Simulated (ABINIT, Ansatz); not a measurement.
# Quasiparticle gap of YHSe (P-6m2) in ABINIT

Aim: the G0W0 gap of YHSe (P-6m2) on LDA, step by step.

Main program and level: ABINIT 10.8.3; LDA and many-body steps on it, plane waves.

### Step 1. Set-up

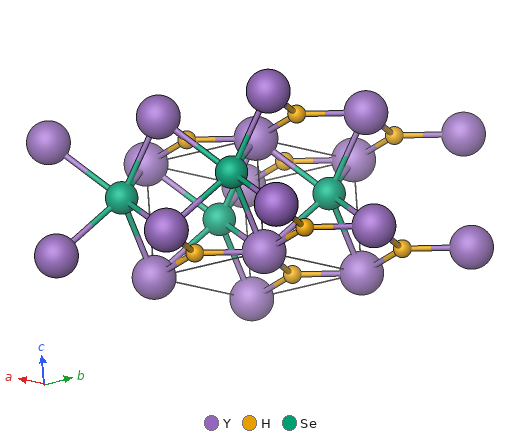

Start, viewed from a free direction; yttrium purple, hydrogen orange, selenium teal. 2×2×1 cells are drawn. Some periodic images of atoms are drawn too.

The cell and positions are those that the Materials Project relaxed with its own functionals (PBE, PBE+U or r2SCAN), kept fixed.

### Step 2. Ground state

This step: ABINIT 10.8.3; DFT, LDA, plane waves, norm-conserving pseudopotentials.

The ground-state density comes first.

run.abi

```
acell 3*1.0 Angstrom
rprim 
  3.840931335803 -0.000000000001 0.000000000000
  -1.920465667901 3.326344110998 0.000000000000
  0.000000000000 0.000000000000 3.915549560000
ntypat 3
znucl 39 1 34
natom 3
typat 1 2 3
xred 
  0.000000000000 0.000000000000 0.000000000000
  0.333333333333 0.666666666667 0.000000000000
  0.666666666667 0.333333333333 0.500000000000
pp_dirpath "pseudos"
pseudos "Y.upf, H.upf, Se.upf"
ecut 39
ngkpt 6 6 6
nshiftk 1
shiftk 0 0 0
kptopt 1
chksymbreak 0
nband 19
occopt 1
tolvrs 1e-10
nstep 60
prtwf 0
optforces 0
optstress 0
indata_prefix "in"
outdata_prefix "out"
tmpdata_prefix "tmp"
```

Run with:

```sh
OMP_NUM_THREADS=1 mpirun -n 4 abinit run.abi > log
```

Numbers of over 12 decimals in the logs are rounded to 6 here.

Log:

```text
.Version 10.8.3 of ABINIT. v10.8.2 released Aug 2026.

 Symmetries : space group P-6 m 2 (#187); Bravais hP (primitive hexag.)
================================================================================
 Values of the parameters that define the memory need of the present run
     intxc =       0    ionmov =       0      iscf =       7    lmnmax =       6
     lnmax =       6     mgfft =      45  mpssoang =       3    mqgrid =    3001
     natom =       3  nloc_mem =       1    nspden =       1   nspinor =       1
    nsppol =       1      nsym =      12    n1xccc =    2501    ntypat =       3
    occopt =       1   xclevel =       1
-    mband =          19        mffmem =           1         mkmem =           7
       mpw =        3950          nfft =       91125          nkpt =          28
================================================================================
  Rough estimation (10% accuracy) of disk space for files :
================================================================================

--------------------------------------------------------------------------------
------------- Echo of variables that govern the present computation ------------
--------------------------------------------------------------------------------
 -outvars: echo values of preprocessed input variables --------
            acell      1.8897261259E+00  1.8897261259E+00  1.8897261259E+00 Bohr

      chksymbreak           0
             ecut      3.90000000E+01 Hartree
-          fftalg         312

              ixc       -1012
              kpt      0.00000000E+00  0.00000000E+00  0.00000000E+00
                       1.66666667E-01  0.00000000E+00  0.00000000E+00
                       3.33333333E-01  0.00000000E+00  0.00000000E+00
                       5.00000000E-01  0.00000000E+00  0.00000000E+00
                       1.66666667E-01  1.66666667E-01  0.00000000E+00
                       3.33333333E-01  1.66666667E-01  0.00000000E+00
                       3.33333333E-01  3.33333333E-01  0.00000000E+00
                       0.00000000E+00  0.00000000E+00  1.66666667E-01
                       1.66666667E-01  0.00000000E+00  1.66666667E-01
   [... 17 further rows ...]
                       3.33333333E-01  1.66666667E-01  5.00000000E-01
                       3.33333333E-01  3.33333333E-01  5.00000000E-01
         kptrlatt        6    0    0      0    6    0      0    0    6
          kptrlen      4.35498498E+01
P           mkmem           7
            natom           3
            nband          19
            ngfft          45      45      45
             nkpt          28
            nstep          60
             nsym          12
           ntypat           3
              occ      2.000000  2.000000  2.000000  2.000000  2.000000  2.000000
                       2.000000  2.000000  2.000000  2.000000  2.000000  2.000000
                       2.000000  2.000000  0.000000  0.000000  0.000000  0.000000
                       0.000000
        optforces           0
        optstress           0
            prtwf           0
            rprim      3.8409313358E+00 -1.0000000000E-12  0.0000000000E+00
[...]
spgroup         187

           tolvrs      1.00000000E-10

             xred      0.0000000000E+00  0.0000000000E+00  0.0000000000E+00
[...]
znucl       39.00000    1.00000   34.00000

================================================================================

 chkinp: Checking input parameters for consistency.

================================================================================
== DATASET  1 ==================================================================
-   mpi_nproc: 4, omp_nthreads: 1 (-1 if OMP is not activated)

--- !DatasetInfo
iteration_state: {dtset: 1, }
dimensions: {natom: 3, nkpt: 28, mband: 19, nsppol: 1, nspinor: 1, nspden: 1, mpw: 3950, }
cutoff_energies: {ecut:  39.0, pawecutdg:  -1.0, }
electrons: {nelect:   2.80000000E+01, charge:   0.00000000E+00, occopt:   1.00000000E+00, tsmear:   1.00000000E-02, }

 Real(R)+Recip(G) space primitive vectors, cartesian coordinates (Bohr,Bohr^-1):
 R(1)=  7.2583083  0.0000000  0.0000000  G(1)=  0.1377732  0.0795434  0.0000000
 R(2)= -3.6291541  6.2858794  0.0000000  G(2)=  0.0000000  0.1590867  0.0000000
 R(3)=  0.0000000  0.0000000  7.3993163  G(3)=  0.0000000  0.0000000  0.1351476
 Unit cell volume ucvol=  3.3759270E+02 bohr^3
 Angles (23,13,12)=  9.00000000E+01  9.00000000E+01  1.20000000E+02 degrees

 getcut: wavevector=  0.0000  0.0000  0.0000  ngfft=  45  45  45
         ecut(hartree)=     39.000   => boxcut(ratio)=   2.11526

--- Pseudopotential description ------------------------------------------------
- Y Generated using ONCVPSP code by D. R. Hamann
- 39.00000  11.00000  180309                  znucl, zion, pspdat
12 -1012 2 -1 1724                            pspcod,pspxc,lmax,lloc,mmax
     nproj     2     2     2
  pspatm : epsatm=   18.49213021
         --- l  ekb(1:nproj) -->
[...]
pspatm: atomic psp has been read  and splines computed

- H Generated using ONCVPSP code by D. R. Hamann
-  1.00000   1.00000  180309                  znucl, zion, pspdat
12 -1012 1 -1 1180                            pspcod,pspxc,lmax,lloc,mmax
     nproj     2     1     0
  pspatm : epsatm=    0.35439867
         --- l  ekb(1:nproj) -->
[...]
1   -0.275071
 pspatm: atomic psp has been read  and splines computed

- Se Generated using ONCVPSP code by D. R. Hamann
- 34.00000  16.00000  180309                  znucl, zion, pspdat
12 -1012 2 -1 1198                            pspcod,pspxc,lmax,lloc,mmax
     nproj     2     2     2
  pspatm : epsatm=   28.37707470
         --- l  ekb(1:nproj) -->
[...]
pspatm: atomic psp has been read  and splines computed

   1.32226090E+03                                ecore*ucvol(ha*bohr**3)
--------------------------------------------------------------------------------

_setup2: Arith. and geom. avg. npw (full set) are    3927.384    3927.375

================================================================================

--- !BeginCycle
iteration_state: {dtset: 1, }
solver: {iscf: 7, nstep: 60, nline: 4, wfoptalg: 0, }
tolerances: {tolvrs: 1.00E-10, }

     iter   Etot(hartree)      deltaE(h)  residm     vres2
 ETOT  1  -162.09640028192    -1.621E+02 1.954E+00 1.037E+02
 ETOT  2  -162.78051383108    -6.841E-01 4.637E-02 3.758E+01
 ETOT  3  -162.78414079645    -3.627E-03 7.967E-03 1.577E-01
 ETOT  4  -162.78416402869    -2.323E-05 7.040E-03 1.743E-02
 ETOT  5  -162.78416522836    -1.200E-06 2.570E-03 3.296E-03
 ETOT  6  -162.78416552988    -3.015E-07 4.010E-03 2.501E-04
 ETOT  7  -162.78416555465    -2.477E-08 7.503E-04 4.520E-07
 ETOT  8  -162.78416555469    -3.516E-11 6.439E-04 1.302E-07
 ETOT  9  -162.78416555469    -7.390E-12 7.483E-04 3.905E-09
 ETOT 10  -162.78416555469    -5.400E-13 5.464E-04 1.606E-11

 At SCF step   10       vres2   =  1.61E-11 < tolvrs=  1.00E-10 =>converged.

--- !ResultsGS
iteration_state: {dtset: 1, }
comment   : Summary of ground state results
lattice_vectors:
- [  7.2583083,  -0.0000000,   0.0000000, ]
- [ -3.6291541,   6.2858794,   0.0000000, ]
- [  0.0000000,   0.0000000,   7.3993163, ]
lattice_lengths: [   7.25831,    7.25831,    7.39932, ]
lattice_angles: [ 90.000,  90.000, 120.000, ] # degrees, (23, 13, 12)
lattice_volume:   3.3759270E+02
convergence: {deltae: -5.400E-13, res2:  1.606E-11, residm:  5.464E-04, diffor:  0.000E+00, }
etotal    :  -1.62784166E+02
entropy   :   0.00000000E+00
fermie    :   2.48575670E-01
cartesian_stress_tensor: null
pressure_GPa: null
xred      :
- [  0.0000E+00,   0.0000E+00,   0.0000E+00,  Y]
- [  3.3333E-01,   6.6667E-01,   0.0000E+00,  H]
- [  6.6667E-01,   3.3333E-01,   5.0000E-01, Se]
cartesian_forces: null
force_length_stats: {min: null, max: null, mean: null, }

 Integrated electronic density in atomic spheres:
 ------------------------------------------------
 Atom  Sphere_radius  Integrated_density
[...]
3        2.00000         13.30021260
================================================================================

 ----iterations are completed or convergence reached----

 Mean square residual over all n,k,spin=   16.307E-07; max=  54.637E-05
 reduced coordinates (array xred) for    3 atoms
       0.000000000000      0.000000000000      0.000000000000
       0.333333333333      0.666666666667      0.000000000000
       0.666666666667      0.333333333333      0.500000000000
 rms dE/dt=  0.0000E+00; max dE/dt=  0.0000E+00; dE/dt below (all hartree)
    1       0.000000000000      0.000000000000      0.000000000000
    2       0.000000000000      0.000000000000      0.000000000000
    3       0.000000000000      0.000000000000      0.000000000000

 cartesian coordinates (angstrom) at end:
    1      0.000000     0.000000     0.000000
    2      3.3e-13     2.217563     0.000000
    3      1.920466     1.108781     1.957775
 length scales=  1.889726125908  1.889726125908  1.889726125908 bohr
              =  1.000000000000  1.000000000000  1.000000000000 angstroms
 prteigrs : about to open file out_EIG
 Fermi (or HOMO) energy (hartree) =   0.24858   Average Vxc (hartree)=  -0.40571
 Eigenvalues (hartree) for nkpt=  28  k points:
 kpt#   1, nband= 19, wtk=  0.00463, kpt=  0.0000  0.0000  0.0000 (reduced coord)
  -1.48686   -1.48666   -1.48666   -1.48526   -1.48526   -1.29571   -0.56179   -0.55818
  -0.55818   -0.23769    0.11694    0.18664    0.19116    0.19116    0.29874    0.38596
   0.38596    0.39330    0.39330
 prteigrs : prtvol=0 or 1, do not print more k-points.

--- !EnergyTerms
iteration_state     : {dtset: 1, }
comment             : Components of total free energy in Hartree
kinetic             :  9.03584216143342E+01
hartree             :  4.10264737214308E+01
xc                  : -3.21965858669039E+01
Ewald energy        : -9.78865436156157E+01
psp_core            :  3.91673428891598E+00
local_psp           : -1.21270735126511E+02
non_local_psp       : -4.67319305703455E+01
total_energy        : -1.62784165554695E+02
total_energy_eV     : -4.42958280363852E+03
band_energy         : -2.01021278841055E+01

== END DATASET(S) ==============================================================
================================================================================

 -outvars: echo values of variables after computation  --------
           etotal     -1.6278416555E+02
            nband          19
             nkpt          28
          spgroup         187
 [... the other variables as echoed above ...]

 Calculation completed.
```

It took 25 s on 4 MPI ranks of Arm Neoverse V1, shared host; peak memory 0.34 GiB; 1.7 min of CPU time.

This step gave:

| Item | Value |
| --- | --- |
| total energy | -4429.5828 eV |
| gap | 1.365 eV |
| k of the valence top | 0, 0, 0.5 |
| k of the conduction bottom | 0, 0, 0 |
| least direct gap | 1.739 eV |

The gap is indirect, with the least direct gap 0.37 eV higher.

[end of part 1 of 3]

[Paths, hosts, dates, memory and timing lines, banners, echoed tables and standing remarks are left out of the program output.]

[Logs are printed without paths, hosts, clocks, repeated set-up lines and the standing remarks that a program may print on its own settings, such as how far it seeks lower states.]

[Runs of the session that timed out or met a known fault of the program may be left out.]

[Hosts, paths, dates, database ids (printed as entryN), source tags and the programs' standing remarks are cut or masked in the printed files.]

[G0W0 gaps are taken among the corrected bands and points alone; a level outside them can change the order at an edge.]

[Where Ansatz stands beside ABINIT at settings called matched, ABINIT's density can come from a denser mesh and the files from another edition; pairs whose starting gaps differed by over 0.03 eV were left out, so agreement reads better than it is.]
